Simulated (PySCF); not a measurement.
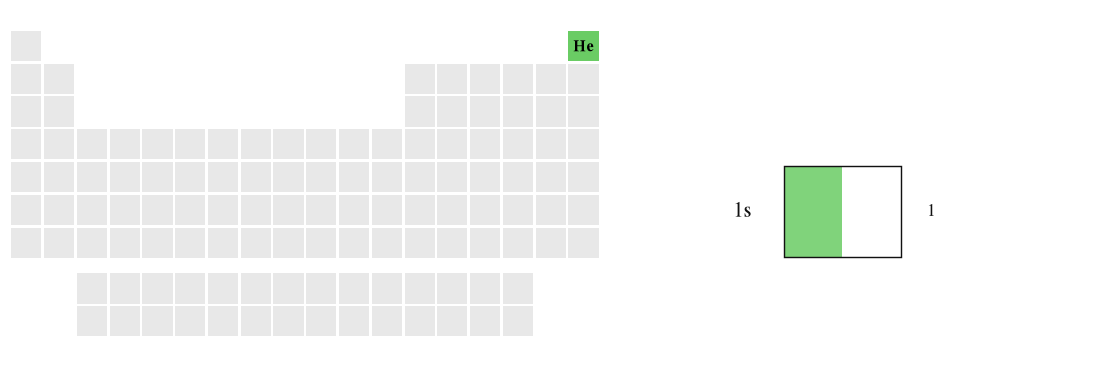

Fig. 1: Left, the place of helium in the periodic table; right, the outer shells of the nominal configuration: a box for each of the 2l + 1 orbitals, shaded by the share of the shell that is filled, with the electron count at the right.

Atomic calculation for He⁺

He⁺, configuration 1s1, multiplicity 2. Computed at this level: unrestricted r2SCAN, cc-pVDZ, non-relativistic, point nucleus (PySCF).

### Input
```python
from pyscf import gto, scf, dft, mp, cc
import basis_set_exchange as bse
mol = gto.M(atom="He 0 0 0", charge=1, spin=1, symmetry="D2h",
            basis=gto.basis.parse(bse.get_basis("cc-pVDZ", elements=["He"], fmt="nwchem", header=False)))
mf = dft.UKS(mol, xc="R2SCAN")
mf.irrep_nelec = {'Ag': (1, 0)}
mf.kernel()
```

The script is an equivalent of what the driver set up; the driver computed the properties (radii, ⟨L²⟩, response) afterwards. It also set what the script leaves out: max_cycle = 50, level_shift = 0.5, guess = atom. It held the occupations shell by shell, which the script's counts by irreducible representation don't always enforce.

Hardware: 1 thread of Arm Neoverse V1, 23 GiB of memory available, shared host.

Launched within a batch (the task file carries these settings):
```bash
OMP_NUM_THREADS=1 python <driver script> TASK.json OUT
```

### The program's output (extracts)
```
damping factor = 0
level_shift factor = 0.5
DIIS = <class 'pyscf.scf.diis.CDIIS'>
diis_start_cycle = 1
diis_space = 10
diis_damp = 0
SCF conv_tol = 1e-09
SCF conv_tol_grad = None
number electrons alpha = 1  beta = 0
irrep_nelec {'Ag': (1, 0), 'B1u': (0, 0), 'B2u': (0, 0), 'B3u': (0, 0)}
XC functionals = R2SCAN
    J. W. Furness, A. D. Kaplan, J. Ning, J. P. Perdew, and J. Sun.,  J. Phys. Chem. Lett. 11, 8208-8215 (2020)
    J. W. Furness, A. D. Kaplan, J. Ning, J. P. Perdew, and J. Sun.,  J. Phys. Chem. Lett. 11, 9248-9248 (2020)
    J. W. Furness, A. D. Kaplan, J. Ning, J. P. Perdew, and J. Sun.,  J. Phys. Chem. Lett. 11, 8208-8215 (2020)
    J. W. Furness, A. D. Kaplan, J. Ning, J. P. Perdew, and J. Sun.,  J. Phys. Chem. Lett. 11, 9248-9248 (2020)
alpha HOMO (Ag) = -0.598719934457404  LUMO (Ag) = 1.61657382065997

WARN: HOMO -0.598719934457404 >= LUMO -0.598719934457404

cycle= 1 E= -1.94368742585653  delta_E= 0.954  |g|= 0.315  |ddm|=    1
alpha HOMO (Ag) = -1.64546193905736  LUMO (Ag) = 0.815778132047357
  HOMO = -1.64546193906  LUMO = -0.574631728565  gap/eV = 29.13877
cycle= 2 E= -1.99265208786414  delta_E= -0.049  |g|= 0.061  |ddm|= 0.74
alpha HOMO (Ag) = -1.58419584329608  LUMO (Ag) = 0.898488068768668
  HOMO = -1.5841958433  LUMO = -0.468663530287  gap/eV = 30.35518
cycle= 3 E= -1.99444227757919  delta_E= -0.00179  |g|= 0.0127  |ddm|= 0.16
alpha HOMO (Ag) = -1.58451022810542  LUMO (Ag) = 0.899987725876185
  HOMO = -1.58451022811  LUMO = -0.469461442119  gap/eV = 30.34202
cycle= 4 E= -1.99451945357698  delta_E= -7.72e-05  |g|= 0.00279  |ddm|= 0.0337
alpha HOMO (Ag) = -1.58450961987251  LUMO (Ag) = 0.900474492012084
  HOMO = -1.58450961987  LUMO = -0.469787959802  gap/eV = 30.33312
cycle= 5 E= -1.99452310807939  delta_E= -3.65e-06  |g|= 0.000712  |ddm|= 0.0071
alpha HOMO (Ag) = -1.58450264827186  LUMO (Ag) = 0.900710159666083
  HOMO = -1.58450264827  LUMO = -0.4699397556  gap/eV = 30.32880
cycle= 6 E= -1.99452333086959  delta_E= -2.23e-07  |g|= 0.000253  |ddm|= 0.00157
alpha HOMO (Ag) = -1.58449828656722  LUMO (Ag) = 0.900846131580391
  HOMO = -1.58449828657  LUMO = -0.470034235779  gap/eV = 30.32611
cycle= 7 E= -1.99452335367517  delta_E= -2.28e-08  |g|= 0.000137  |ddm|= 0.000398
alpha HOMO (Ag) = -1.58449546046219  LUMO (Ag) = 0.90093375134592
  HOMO = -1.58449546046  LUMO = -0.470092268016  gap/eV = 30.32446
cycle= 8 E= -1.99452335826289  delta_E= -4.59e-09  |g|= 9.81e-05  |ddm|= 0.000133
alpha HOMO (Ag) = -1.58449349352044  LUMO (Ag) = 0.90099472955832
  HOMO = -1.58449349352  LUMO = -0.470132004577  gap/eV = 30.32332
cycle= 9 E= -1.99452335992027  delta_E= -1.66e-09  |g|= 7.96e-05  |ddm|= 6.34e-05
alpha HOMO (Ag) = -1.58449204715285  LUMO (Ag) = 0.901039579973339
  HOMO = -1.58449204715  LUMO = -0.470157588733  gap/eV = 30.32259
cycle= 10 E= -1.99452336078327  delta_E= -8.63e-10  |g|= 6.8e-05  |ddm|= 3.98e-05
alpha HOMO (Ag) = -1.58449093900358  LUMO (Ag) = 0.90107394995056
  HOMO = -1.584490939  LUMO = -0.470181840317  gap/eV = 30.32190
cycle= 11 E= -1.99452336132171  delta_E= -5.38e-10  |g|= 5.96e-05  |ddm|= 2.87e-05
alpha HOMO (Ag) = -1.58448280771682  LUMO (Ag) = 0.901319423617341
  HOMO = -1.58448280772  LUMO = -0.470344581206  gap/eV = 30.31725
cycle= 12 E= -1.99452336298707  delta_E= -1.67e-09  |g|= 1.57e-05  |ddm|= 0.00015
alpha HOMO (Ag) = -1.5844825517365  LUMO (Ag) = 0.901334037874136
  HOMO = -1.58448255174  LUMO = -0.470347560058  gap/eV = 30.31716
cycle= 13 E= -1.99452336310513  delta_E= -1.18e-10  |g|= 3.37e-06  |ddm|= 4.21e-05
converged SCF energy = -1.99452336310513  <S^2> = 0.75  2S+1 = 2
```

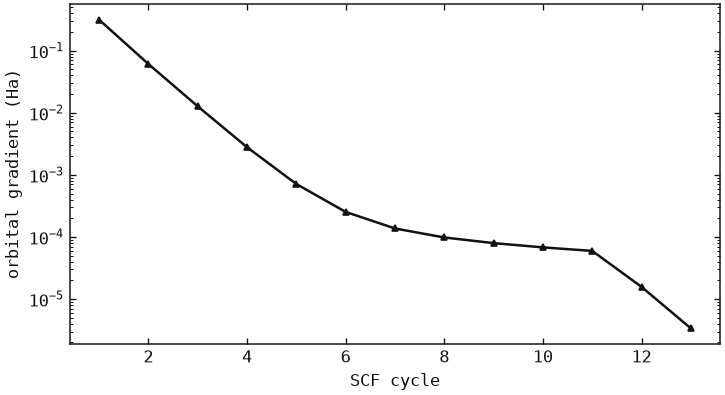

Fig. 2: Convergence: orbital gradient against the SCF cycle. The residual falls at every step. It goes from 0.32 to 3.4×10⁻⁶ in 13 steps.

### Summary

| quantity | value |
| --- | --- |
| outcome | converged |
| total energy | −1.994523 hartree |
| kinetic energy | 2.000800 hartree |
| ⟨S²⟩ | 0.750 |
| SCF iterations | 13 |

### Remarks

Caveats: level shift left on, which raises the virtual orbital energies.
